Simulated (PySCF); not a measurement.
```yaml
atoms:
  - { symbol: Co, position_ang: [0.0000, 0.0000, -1.3494] }
  - { symbol: Br, position_ang: [0.0000, 0.0000, 1.0076] }
```

These are results of PySCF, PBE0/def2-TZVPPD, non-relativistic Hamiltonian with scalar-relativistic core potentials where named, at a bond length of 2.357 Å, not measurements.

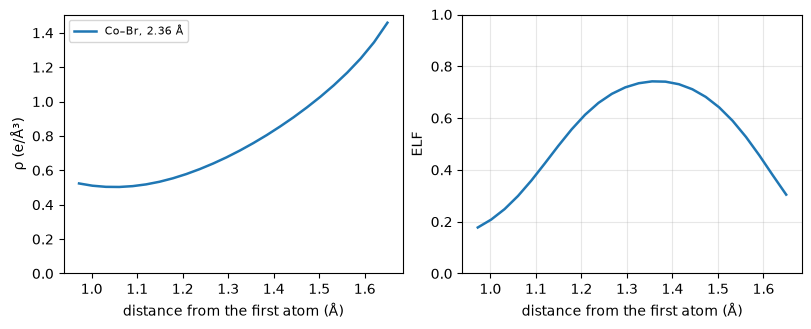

CoBr (charge +1, quartet). Electron density and electron localisation function along straight lines between neighbouring atoms. The curves leave out the atomic cores.

### What can be read from the curves?

Co–Br (2.36 Å): ρ is about 0.55 e/Å³ halfway; the ELF peaks at about 0.75 in the valence shell of Br, 1.0 Å from its nucleus, and is about 0.55 at the midpoint.
